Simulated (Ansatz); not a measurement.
The calculation's input:

```
crystal:
  periodic: [false, false, false]
  atoms:
    - {symbol: C, position_ang: [-0.520721, 0.533748, 1.633883]}
    - {symbol: C, position_ang: [0.477558, 0.307227, 0.499954]}
    - {symbol: C, position_ang: [1.325469, -0.931824, 0.781508]}
    - {symbol: Mg, position_ang: [-0.437613, 0.264998, -1.402580]}
    - {symbol: N, position_ang: [-1.262385, 0.226898, -3.106332]}
    - {symbol: H, position_ang: [-0.018069, 0.585646, 2.611691]}
    - {symbol: H, position_ang: [-1.087876, 1.462987, 1.518721]}
    - {symbol: H, position_ang: [-1.250107, -0.280951, 1.706926]}
    - {symbol: H, position_ang: [1.155367, 1.172576, 0.480342]}
    - {symbol: H, position_ang: [2.116632, -1.080368, 0.039641]}
    - {symbol: H, position_ang: [1.816818, -0.871434, 1.764565]}
    - {symbol: H, position_ang: [0.722466, -1.846834, 0.795774]}
    - {symbol: H, position_ang: [-0.923114, -0.249802, -3.929026]}
    - {symbol: H, position_ang: [-2.127325, 0.678030, -3.366263]}
basis:
  gaussian: {orbitals: def2-TZVPP}
hamiltonian: {xc: pbe0, dispersion: d4}
output: {orbitals: {seedname: orbitals}}
```

Launched as:

```sh
ansatz run in.yaml --threads 4 --pin off --events-out ev --progress --plain --max-ram 10444MiB
```

Geometry: PBE0-D4/def2-TZVP.

Method: RKS PBE0-D4/def2-TZVPP in Ansatz.

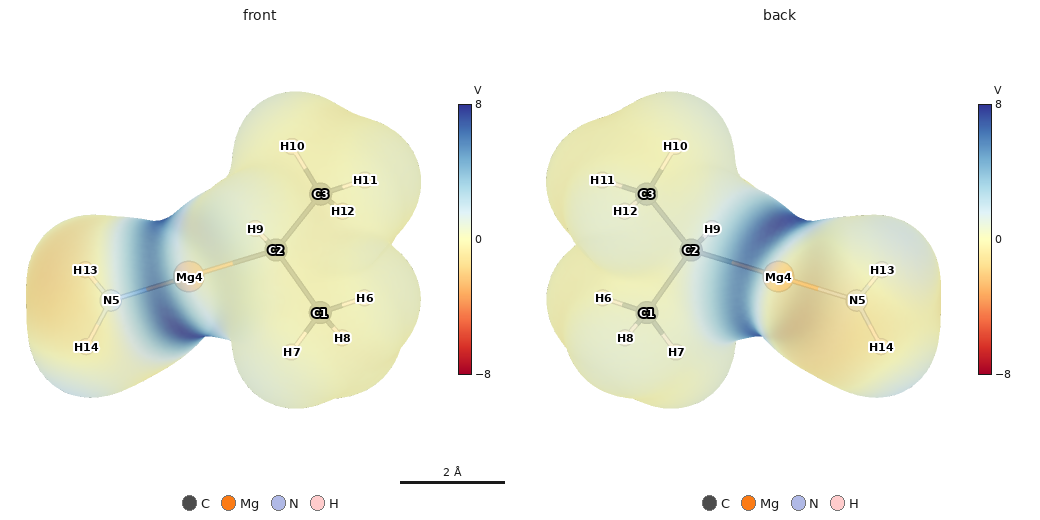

C₃H₉MgN (SMILES C[CH](C)[Mg][NH2]). The molecular electrostatic potential painted on the density surface at 0.004 e/bohr³, seen from the front and from behind; red is negative and blue positive.

### Where is the surface potential most negative and most positive?

The most negative region (about −1.7 V) lies over N5, the most positive (about +7.4 V) over Mg4. N5 is the likeliest acceptor of a hydrogen bond.
